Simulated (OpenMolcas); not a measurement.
# AlBNH4F (SMILES [NH2][AlH][BH]F) at 6 levels

Wanted: a comparison of 6 runs (B3LYP/6-31G*, B3LYP/def2-SVPD, BHLYP/def2-SVPD, BLYP/def2-SVPD, PBE0/def2-SVPD, CCSD(T)/def2-SVPD) of AlBNH4F. 

The calculation is run with OpenMolcas 26.06.

1 further run of the same task is left out (set aside as unsound or not needed).

### Step 1. The structure to begin with

AlBNH4F has 8 atoms, charge 0, and is taken as a singlet. SMILES: `[NH2][AlH][BH]F`. The coordinates come from a PBE0-D4/def2-TZVP relaxation. This is one conformer, not always the lowest.

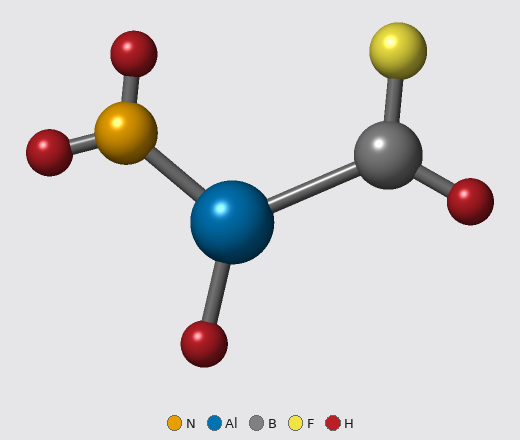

The structure, seen from a chosen angle (nitrogen amber, aluminium blue, boron grey, fluorine yellow, hydrogen red).

### Step 2. Energy and gradient at B3LYP/6-31G(d) (spherical functions) (run 1)

Input file mol.xyz:

```xyz
8

N     -1.034900     1.238000     0.178100
Al     0.358400     0.247200     0.637000
B      0.824000    -1.438600    -0.645900
F      0.022100    -1.693000    -1.675500
H     -1.365500     2.050100     0.674400
H     -1.614500     1.063500    -0.627700
H      1.149400     0.679500     1.946200
H      1.753200    -2.203800    -0.542400
```

Input file test.inp:

```
* AlBFH4N Kohn-Sham DFT

&GATEWAY
 BASLIB=$CurrDir
 COORD=mol.xyz
 BASIS=6-31Gs
 GROUP=NoSym

&SEWARD
 GRIDINPUT
 Grid=UltraFine
 End of Grid

&SCF
 KSDFT=B3LYP
 THRESHOLDS=1e-10 1e-07 1e-07 1e-05
 PRORBITALS=1 1

&ALASKA
```

The basis set 6-31G* is read from a file made from the Basis Set Exchange's data (not shown).

Command:

```bash
export MOLCAS_MEM=1860
pymolcas test.inp > test.log
```

Output:

```text
--- Start Module: gateway ---
[...]
--- Stop Module: gateway /rc=_RC_ALL_IS_WELL_ ---
[...]
      Basis functions           68
[...]
--- Start Module: scf ---
[...]
       Convergence after  15 Iterations
[...]
::    Total KS-DFT energy                            -424.3304958361
[...]
      Total spin, S                                     0.0000000000
[...]
      Total electronic charge=   38.000000
      Total            charge=   -0.000000
[...]
      Dipole Moment (debye):
      Origin of the operator (angstrom)=    0.0612   -0.2985   -0.2373
                   X= -9.6946E-01               Y=  7.9407E-01               Z= -2.3118E-01           Total=  1.2743E+00
      Quadrupole Moment (debye*angstrom):
[...]
--- Stop Module: scf /rc=_RC_ALL_IS_WELL_ ---
[...]
--- Start Module: alaska ---
[...]
 *              Molecular gradients               *
 **************************************************
  Irreducible representation: a
 ------------------------------------------------------------------------------------------
                              X                       Y                       Z
 ------------------------------------------------------------------------------------------
  N1                1.78507766637193E-03   -1.53635216040815E-03    2.83986558291982E-04
  AL2              -6.45048009274696E-03    5.99560491862007E-03   -5.78124235147470E-04
  B3               -3.76626675930591E-03   -5.35273489918886E-04   -4.15265706271617E-03
  F4                3.56457624405149E-03    9.39552516847186E-04    4.39876002074691E-03
  H5                1.70183410547331E-03   -4.31811210751132E-03   -2.70522564920372E-03
  H6                2.93975464301210E-03    8.81133500995446E-04    4.07694391066338E-03
  H7               -1.40636923740223E-04   -6.96375375749625E-04   -8.84424524631999E-04
  H8                3.66141116910246E-04   -7.30177802876097E-04   -4.39259018028826E-04
[...]
--- Stop Module: alaska /rc=_RC_ALL_IS_WELL_ ---
[...]
```

Run time: 15 s. Hardware: 1 thread of Intel Xeon 6975P-C (Granite Rapids), shared host; peak memory 0.41 GiB.

### Step 3. Energy and gradient at B3LYP/def2-SVPD (run 2)

Input file struct.xyz:

```xyz
8

N     -1.034900     1.238000     0.178100
Al     0.358400     0.247200     0.637000
B      0.824000    -1.438600    -0.645900
F      0.022100    -1.693000    -1.675500
H     -1.365500     2.050100     0.674400
H     -1.614500     1.063500    -0.627700
H      1.149400     0.679500     1.946200
H      1.753200    -2.203800    -0.542400
```

Input file calc.inp:

```
* AlBFH4N Kohn-Sham DFT
&GATEWAY
BasLib=$CurrDir
Coord=struct.xyz
Basis=def2-SVPD
Group=NoSym
&SEWARD
GridInput
Grid=UltraFine
End of Grid
&SCF
KSDFT=B3LYP
Thresholds=1e-10 1e-07 1e-07 1e-05
PrOrbitals=1 1
&ALASKA
```

The basis set def2-SVPD is read from a file made from the Basis Set Exchange's data (not shown).

Command:

```bash
export MOLCAS_MEM=1860
pymolcas calc.inp > calc.log
```

Output:

```text
--- Start Module: gateway ---
[...]
--- Stop Module: gateway /rc=_RC_ALL_IS_WELL_ ---
[...]
      Basis functions          119
[...]
--- Start Module: scf ---
[...]
       Convergence after  15 Iterations
[...]
::    Total KS-DFT energy                            -424.1624147540
[...]
      Total spin, S                                     0.0000000000
[...]
      Total electronic charge=   38.000000
      Total            charge=   -0.000000
[...]
      Dipole Moment (debye):
      Origin of the operator (angstrom)=    0.0612   -0.2985   -0.2373
                   X= -4.9823E-01               Y=  6.8281E-01               Z=  1.3543E-01           Total=  8.5604E-01
      Quadrupole Moment (debye*angstrom):
[...]
--- Stop Module: scf /rc=_RC_ALL_IS_WELL_ ---
[...]
--- Start Module: alaska ---
[...]
 *              Molecular gradients               *
 **************************************************
  Irreducible representation: a
 ------------------------------------------------------------------------------------------
                              X                       Y                       Z
 ------------------------------------------------------------------------------------------
  N1                1.81798612602152E-03   -1.54328828368033E-03    3.21354992227518E-04
  AL2              -7.68720524931954E-03    5.31179167083437E-03   -2.66174717080947E-03
  B3               -3.59994914013306E-03   -3.24437307638625E-03   -6.84119294107699E-03
  F4                5.42618218340785E-03    1.60524963699160E-03    6.89312210400317E-03
  H5                2.15478066953345E-03   -4.61724991665680E-03   -2.54608021232250E-03
  H6                3.59050083056545E-03    6.37199895882956E-04    4.52638352438406E-03
  H7                3.31565071877815E-04    1.61089243725820E-04    5.44962400075288E-04
  H8               -2.03386049196785E-03    1.68958082933024E-03   -2.36802696447658E-04
[...]
--- Stop Module: alaska /rc=_RC_ALL_IS_WELL_ ---
[...]
```

Wall time 41 s (1 thread of Intel Xeon 6975P-C (Granite Rapids), shared host); peak memory 0.75 GiB.

Runs 3 to 4 aren't shown in full; the table further down has their settings and results.

### Step 4. Energy and gradient at PBE0/def2-SVPD (run 5)

Input file coord.xyz:

```xyz
8

N     -1.034900     1.238000     0.178100
Al     0.358400     0.247200     0.637000
B      0.824000    -1.438600    -0.645900
F      0.022100    -1.693000    -1.675500
H     -1.365500     2.050100     0.674400
H     -1.614500     1.063500    -0.627700
H      1.149400     0.679500     1.946200
H      1.753200    -2.203800    -0.542400
```

Input file calc.inp:

```
* AlBFH4N Kohn-Sham DFT
>>> EXPORT MOLCAS_PRINT=2
&GATEWAY
BasLib
$CurrDir
Coord
coord.xyz
Basis
def2-SVPD
Group
NoSym
&SEWARD
GridInput
Grid=UltraFine
End of Grid
&SCF
KSDFT
PBE0
Thresholds
1e-10 1e-07 1e-07 1e-05
PrOrbitals
0
&ALASKA
```

The basis set def2-SVPD is read from a file made from the Basis Set Exchange's data (not shown).

Command:

```bash
export MOLCAS_MEM=1860
pymolcas calc.inp > calc.log
```

Output:

```text
--- Start Module: gateway ---
[...]
--- Stop Module: gateway /rc=_RC_ALL_IS_WELL_ ---
[...]
      Basis functions          119
[...]
--- Start Module: scf ---
[...]
       Convergence after  15 Iterations
[...]
::    Total KS-DFT energy                            -423.8173259578
[...]
      Total spin, S                                     0.0000000000
[...]
      Total electronic charge=   38.000000
      Total            charge=   -0.000000
[...]
      Dipole Moment (debye):
      Origin of the operator (angstrom)=    0.0612   -0.2985   -0.2373
                   X= -4.9152E-01               Y=  6.6696E-01               Z=  1.2592E-01           Total=  8.3802E-01
      Quadrupole Moment (debye*angstrom):
[...]
--- Stop Module: scf /rc=_RC_ALL_IS_WELL_ ---
[...]
--- Start Module: alaska ---
[...]
 *              Molecular gradients               *
 **************************************************
  Irreducible representation: a
 ------------------------------------------------------------------------------------------
                              X                       Y                       Z
 ------------------------------------------------------------------------------------------
  N1                1.52770717364781E-03   -1.29486369272508E-03    2.70100352566915E-04
  AL2              -5.36137596628361E-03    4.35000013410927E-03   -1.17233342264456E-03
  B3               -8.19825758072490E-04   -3.44114793102457E-03   -4.37399463397892E-03
  F4                3.63165502795049E-03    9.64671397467143E-04    4.51344381706420E-03
  H5                1.60035147581983E-03   -3.47607260065974E-03   -1.94318857507647E-03
  H6                2.69408838833574E-03    5.49170453757020E-04    3.47100247820453E-03
  H7               -2.72010079277463E-04   -1.80915881862309E-04   -4.70212937360603E-04
  H8               -3.00059026217214E-03    2.52915812098919E-03   -2.94817078783427E-04
[...]
--- Stop Module: alaska /rc=_RC_ALL_IS_WELL_ ---
[...]
```

It took 42 s on 1 thread of Intel Xeon 6975P-C (Granite Rapids), shared host; peak memory 0.75 GiB.

### Step 5. The energy at CCSD(T)/def2-SVPD (Cholesky decomposition) (run 6)

Input file input.xyz:

```xyz
8

N     -1.034900     1.238000     0.178100
Al     0.358400     0.247200     0.637000
B      0.824000    -1.438600    -0.645900
F      0.022100    -1.693000    -1.675500
H     -1.365500     2.050100     0.674400
H     -1.614500     1.063500    -0.627700
H      1.149400     0.679500     1.946200
H      1.753200    -2.203800    -0.542400
```

Input file job.inp:

```
&GATEWAY
  BasLib=$CurrDir
  Coord=input.xyz
  Basis=def2-SVPD
  Group=NoSym

&SEWARD
  High

&SCF
  Thresholds=1e-10 1e-07 1e-07 1e-05
  PrOrbitals=1 2

&CHCC
  Frozen=8
  Threshold=1e-08
  MaxIterations=80

&CHT3
  Frozen=8
```

The basis set def2-SVPD is read from a file made from the Basis Set Exchange's data (not shown).

Command:

```bash
export MOLCAS_MEM=1860
pymolcas job.inp > job.log
```

Output:

```text
--- Start Module: gateway ---
[...]
--- Stop Module: gateway /rc=_RC_ALL_IS_WELL_ ---
[...]
      Basis functions          119
[...]
       Convergence after  13 Iterations
[...]
::    Total SCF energy                               -422.6727034841
[...]
      Total spin, S                                     0.0000000000
[...]
      Total electronic charge=   38.000000
      Total            charge=   -0.000000
[...]
      Dipole Moment (debye):
      Origin of the operator (angstrom)=    0.0612   -0.2985   -0.2373
                   X= -2.1106E-01               Y=  6.2976E-01               Z=  3.7210E-01           Total=  7.6132E-01
      Quadrupole Moment (debye*angstrom):
[...]
--- Start Module: chcc ---
[...]
--- Stop Module: chcc /rc=_RC_ALL_IS_WELL_ ---
[...]
--- Start Module: cht3 ---
[...]
--- Stop Module: cht3 /rc=_RC_ALL_IS_WELL_ ---
[...]
```

Run time: 7.7 min. Hardware: 1 thread of Intel Xeon 6975P-C (Granite Rapids), shared host; peak memory 0.27 GiB.

### Step 6. Overview of the runs

```
run                                       level  integral approximation      task  energy (Eh)  dipole moment (D) of the reference  HOMO energy (eV)  LUMO energy (eV)  wall time
  1          B3LYP/6-31G* (spherical functions)                    none  gradient  -424.330496                                1.27             -6.77             -1.91       15 s
  2                             B3LYP/def2-SVPD                    none  gradient  -424.162415                                0.86             -7.10             -2.35       41 s
  3                             BHLYP/def2-SVPD                    none  gradient  -424.051583                                0.78             -8.49             -1.23       38 s
  4                              BLYP/def2-SVPD                    none  gradient  -424.091041                                0.97             -5.92             -2.89       42 s
  5                              PBE0/def2-SVPD                    none  gradient  -423.817326                                0.84             -7.28             -2.17       42 s
  6  CCSD(T)/def2-SVPD (Cholesky decomposition)                 CD high    energy  -423.248951                                0.76            -10.32              0.96    7.7 min
```

### Step 7. What came out

| quantity | value |
| --- | --- |
| run 6: total energy | -423.24895 Eh |
| run 6: dipole moment (mean-field density) | 0.76 D |
| run 6: HOMO energy (Hartree–Fock orbitals) | -10.32 eV |
| run 6: LUMO energy (Hartree–Fock orbitals) | 0.96 eV |
| run 6: HOMO–LUMO gap (Hartree–Fock orbitals) | 11.28 eV |
| run 6: correlation energy (8 core orbitals frozen) | -576.2 mEh |
| run 6: (T) correction | -15.22 mEh |

What this shows: Over runs 1, 2, 3, 4, 5 the dipole moment (its size) runs from 0.78 D (BHLYP/def2-SVPD) to 1.27 D (B3LYP/6-31G*). The two ends differ in method and basis. Over runs 1, 2, 3, 4, 5 the HOMO–LUMO gap runs from 3.04 eV (BLYP/def2-SVPD) to 7.26 eV (BHLYP/def2-SVPD). Totals of different functionals can't be ranked against each other. All runs together took 11 min, the longest 7.7 min.
